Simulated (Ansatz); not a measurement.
# C₅H₅F₃: how energies converge with the basis set

Aim: see how fast density functionals converge with the basis set for C₅H₅F₃.

The runs use Ansatz 0.2.0, Gaussian basis; one geometry, several basis sets.

Levels to be run: PBE0-D4/def2-SVP; ωB97M-V/def2-SVP; PBE0-D4/def2-QZVPP; ωB97M-V/def2-QZVPP; the functionals' def2-TZVPP values are taken from earlier runs.

**1. Structure used throughout**

The geometry comes from an earlier relaxation with PBE0-D4 in a triple-zeta def2 set; it is a stationary point, not always the lowest conformer.

SMILES `FC1=CC[C@H](F)[C@H]1F`, 13 atoms, charge 0, spin multiplicity 1.

Atoms are counted from 1 here; the program's logs count them from 0.

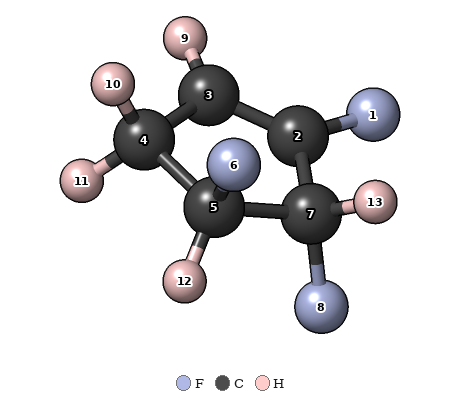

The structure; fluorine light blue, carbon dark grey, hydrogen pink; atoms are numbered from 1 in the order of the file.

**2. PBE0-D4 in def2-SVP**

Contents of in.yaml:

```yaml
crystal:
  periodic: [false, false, false]
  atoms:
    - {symbol: F, position_ang: [-2.101155, -1.597640, -0.097423]}
    - {symbol: C, position_ang: [-0.994766, -0.873867, 0.014480]}
    - {symbol: C, position_ang: [0.033710, -1.126583, 0.809495]}
    - {symbol: C, position_ang: [1.095324, -0.085643, 0.646174]}
    - {symbol: C, position_ang: [0.459201, 0.959109, -0.278575]}
    - {symbol: F, position_ang: [0.150043, 2.095172, 0.448205]}
    - {symbol: C, position_ang: [-0.836529, 0.347936, -0.817774]}
    - {symbol: F, position_ang: [-0.705706, 0.016170, -2.158231]}
    - {symbol: H, position_ang: [0.105883, -1.974589, 1.477693]}
    - {symbol: H, position_ang: [1.366462, 0.395944, 1.589188]}
    - {symbol: H, position_ang: [2.014347, -0.503348, 0.223266]}
    - {symbol: H, position_ang: [1.102889, 1.260817, -1.107323]}
    - {symbol: H, position_ang: [-1.669204, 1.051922, -0.734375]}
basis:
  gaussian: {orbitals: def2-SVP}
hamiltonian: {xc: pbe0, dispersion: d4}
output: {orbitals: {seedname: orbitals}}
```

Started as:

```
$ ansatz run in.yaml --threads 4 --pin off --events-out ev --progress --plain --max-ram 11315MiB
```

The log of the run:

```text
Functional definition: PBE0
  name "PBE0"
  cite "Adamo & Barone, J. Chem. Phys. 110, 6158 (1999) doi:10.1063/1.478522"
  cite "Perdew, Burke & Ernzerhof, Phys. Rev. Lett. 77, 3865 (1996) doi:10.1103/PhysRevLett.77.3865"
  parent pbe
  parameter a = 0.25
  parameter kappa = 0.804
  parameter beta = 0.06672455060314922
  exchange = (1 - a)*pbe_x(kappa = kappa, mu = beta*pi^2/3) + a*exact_x
  correlation = pbe_c(beta = beta)
1524 factors; their error is unknown
mean field evaluation 1: about -13387.7207 eV, gradient 4.5e1 eV
mean field evaluation 2: about -13386.6885 eV, gradient 4.8e1 eV
mean field evaluation 4: about -13392.1423 eV, gradient 2.8e0 eV
mean field evaluation 8: about -13392.1545 eV, gradient 2.0e-2 eV
mean field evaluation 16: about -13392.1321 eV, gradient 9.9e-5 eV
mean field -13392.13205622 eV, -492.1517755531 hartree, gradient 4.3e-5 eV, S^2 0.000000; 0 other end points of the search recorded, 0 dependent functions left out
reference -13392.13207815 eV, -492.1517763589 hartree; 31, 31 occupied and 106, 106 virtual orbitals, 1524 factors
Total energy: -13392.37824204 eV, -492.1608227151 hartree
```

It took 1.4 s on 4 threads of AMD EPYC 7R43, shared host.

**3. ωB97M-V in def2-SVP**

in.yaml: that of step 2 with these lines changed.

```diff
@@ -18,3 +18,3 @@
   gaussian: {orbitals: def2-SVP}
-hamiltonian: {xc: pbe0, dispersion: d4}
+hamiltonian: {xc: {name: wB97M-V}}
 output: {orbitals: {seedname: orbitals}}
```

The command is unchanged.

The log of the run (excerpt; [...] marks lines left out):

```text
Functional definition: wB97M-V
  name "wB97M-V"
  cite "Mardirossian & Head-Gordon, J. Chem. Phys. 144, 214110 (2016) doi:10.1063/1.4952647"
  cite "Becke, J. Chem. Phys. 107, 8554 (1997) doi:10.1063/1.475007"
  cite "Vydrov & Van Voorhis, J. Chem. Phys. 133, 244103 (2010) doi:10.1063/1.3521275"
  # Of w^i u^j: cxij and so on, Table III.
[...]
  gx(w, u) = 1 - cx + cx01*u + cx10*w
  gss(w, u) = css00 + css04*u^4 + css10*w + css20*w^2 + css43*w^4*u^3
  gos(w, u) = cos00 + cos10*w + (cos20 + cos21*u)*w^2 + (cos60 + cos61*u)*w^6
[...]
      + integral(e_c_pw_mod_opposite_spin*gos(b97_w_opposite, b97_u_opposite)) + vv10(b, c)
1524 factors; their error is unknown
316 factors; integrals over basis functions are off by at most 5.4e-6 eV
[...]
mean field -13401.65699315 eV, -492.5018105289 hartree, gradient 1.2e-5 eV, S^2 0.000000; 0 other end points of the search recorded, 0 dependent functions left out
reference -13401.65702809 eV, -492.5018118130 hartree; 31, 31 occupied and 106, 106 virtual orbitals, 1524 factors
Total energy: -13401.65702809 eV, -492.5018118130 hartree
```

Run time: 5.5 s. Hardware: 4 threads of AMD EPYC 7R43, shared host.

**4. PBE0-D4 in def2-QZVPP**

in.yaml: that of step 3 with these lines changed.

```diff
@@ -17,4 +17,4 @@
 basis:
-  gaussian: {orbitals: def2-SVP}
-hamiltonian: {xc: {name: wB97M-V}}
+  gaussian: {orbitals: "def2-QZVPP.json"}
+hamiltonian: {xc: pbe0, dispersion: d4}
 output: {orbitals: {seedname: orbitals}}
```

Launched as before.

The log of the run:

```text
Functional definition: PBE0
  name "PBE0"
  cite "Adamo & Barone, J. Chem. Phys. 110, 6158 (1999) doi:10.1063/1.478522"
  cite "Perdew, Burke & Ernzerhof, Phys. Rev. Lett. 77, 3865 (1996) doi:10.1103/PhysRevLett.77.3865"
  parent pbe
  parameter a = 0.25
  parameter kappa = 0.804
  parameter beta = 0.06672455060314922
  exchange = (1 - a)*pbe_x(kappa = kappa, mu = beta*pi^2/3) + a*exact_x
  correlation = pbe_c(beta = beta)
1726 factors; their error is unknown
mean field evaluation 1: about -13400.8872 eV, gradient 6.0e1 eV
mean field evaluation 2: about -13398.0736 eV, gradient 6.7e1 eV
mean field evaluation 4: about -13408.5048 eV, gradient 5.1e0 eV
mean field evaluation 8: about -13408.5475 eV, gradient 6.4e-1 eV
mean field evaluation 16: about -13408.5479 eV, gradient 9.8e-5 eV
mean field -13408.54790620 eV, -492.7550469128 hartree, gradient 3.4e-5 eV, S^2 0.000000; 0 other end points of the search recorded, 0 dependent functions left out
reference -13408.54794239 eV, -492.7550482425 hartree; 31, 31 occupied and 575, 575 virtual orbitals, 1726 factors
Total energy: -13408.79410628 eV, -492.7640945988 hartree
```

It took 12 s on 4 threads of AMD EPYC 7R43, shared host; peak memory 2.8 GiB.

**5. ωB97M-V in def2-QZVPP**

in.yaml: that of step 4 with these lines changed.

```diff
@@ -18,3 +18,3 @@
   gaussian: {orbitals: "def2-QZVPP.json"}
-hamiltonian: {xc: pbe0, dispersion: d4}
+hamiltonian: {xc: {name: wB97M-V}}
 output: {orbitals: {seedname: orbitals}}
```

The command is unchanged.

The log of the run (excerpt; [...] marks lines left out):

```text
Functional definition: wB97M-V
  name "wB97M-V"
  cite "Mardirossian & Head-Gordon, J. Chem. Phys. 144, 214110 (2016) doi:10.1063/1.4952647"
  cite "Becke, J. Chem. Phys. 107, 8554 (1997) doi:10.1063/1.475007"
  cite "Vydrov & Van Voorhis, J. Chem. Phys. 133, 244103 (2010) doi:10.1063/1.3521275"
  # Of w^i u^j: cxij and so on, Table III.
[...]
  gx(w, u) = 1 - cx + cx01*u + cx10*w
  gss(w, u) = css00 + css04*u^4 + css10*w + css20*w^2 + css43*w^4*u^3
  gos(w, u) = cos00 + cos10*w + (cos20 + cos21*u)*w^2 + (cos60 + cos61*u)*w^6
[...]
      + integral(e_c_pw_mod_opposite_spin*gos(b97_w_opposite, b97_u_opposite)) + vv10(b, c)
1726 factors; their error is unknown
406 factors; integrals over basis functions are off by at most 5.5e-6 eV
[...]
mean field -13418.48754587 eV, -493.1203219331 hartree, gradient 4.5e-5 eV, S^2 0.000000; 0 other end points of the search recorded, 0 dependent functions left out
reference -13418.48760292 eV, -493.1203240296 hartree; 31, 31 occupied and 575, 575 virtual orbitals, 1726 factors
Total energy: -13418.48760292 eV, -493.1203240296 hartree
```

It took 26 s on 4 threads of AMD EPYC 7R43, shared host; peak memory 3.1 GiB.

**6. Functionals by basis**

The def2-TZVPP values come from earlier runs at the same geometry.

| functional | basis | functions | energy (eV) | from the largest (eV) | HOMO (eV) | LUMO (eV) |
| --- | --- | --- | --- | --- | --- | --- |
| PBE0-D4 | def2-SVP | 137 | -13392.3782 | 16.416 | -7.68 | -0.11 |
| PBE0-D4 | def2-TZVPP | 318 | -13408.1022 | 0.692 | -7.74 | -0.30 |
| PBE0-D4 | def2-QZVPP | 606 | -13408.7941 | 0.000 | -7.77 | -0.39 |
| ωB97M-V | def2-SVP | 137 | -13401.6570 | 16.831 | -9.89 | 2.12 |
| ωB97M-V | def2-TZVPP | 318 | -13417.8326 | 0.655 | -9.97 | 1.84 |
| ωB97M-V | def2-QZVPP | 606 | -13418.4876 | 0.000 | -10.01 | 1.67 |

**7. What came out**

| quantity | value |
| --- | --- |
| PBE0-D4: double and triple zeta above quadruple | 16.42, 0.69 eV |
| ωB97M-V: double and triple zeta above quadruple | 16.83, 0.65 eV |

**Reading.** For PBE0-D4 the step from double to triple zeta gains 15.72 eV and the next only 0.69 eV. Total energies overstate the basis error of differences, where much of it tends to cancel.

For PBE0-D4 the largest set took about 8 times as long as the smallest (12 s against 1.4 s).
